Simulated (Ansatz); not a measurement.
The structure below was relaxed with Ansatz (a quantum-chemistry and plane-wave program) PBE, spin-orbit coupling left out, at pressure −1 GPa.

```xyz
5
Lattice="6.1289 0.0000 0.0000 0.0000 6.1289 0.0000 0.0000 0.0000 6.1289" Properties=species:S:1:pos:R:3 pbc="T T T"
Cs     0.0000     0.0000     0.0000
Pb     3.0645     3.0645     3.0645
Br     3.0645     0.0000     3.0645
Br     0.0000     3.0645     3.0645
Br     3.0645     3.0645     0.0000
```

Find the space group and the Wyckoff positions.

Space group Pm-3m (No. 221); a = b = c = 6.129 Å, α = β = γ = 90.00°

```
atom  site  symmetry       x       y       z
----  ----  --------  ------  ------  ------
Cs      1a      m-3m  0.0000  0.0000  0.0000
Pb      1b      m-3m  0.5000  0.5000  0.5000
Br      3c    4/mm.m  0.0000  0.5000  0.5000
```

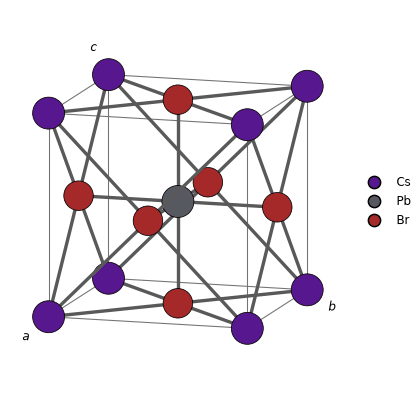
Figure: The conventional cell

Load acts through the strain it causes; cell and atoms are relaxed under it. Stability against distortions was not tested. The cell was made from CsPbBr3 in the cubic perovskite structure (space group Pm-3m, No. 221) by this change: pressure −1 GPa. Many cubic perovskites are stable only at high temperature; tilts and polar distortions were not tested. This is not the structure that CsPbBr3 has at room temperature and ambient pressure.
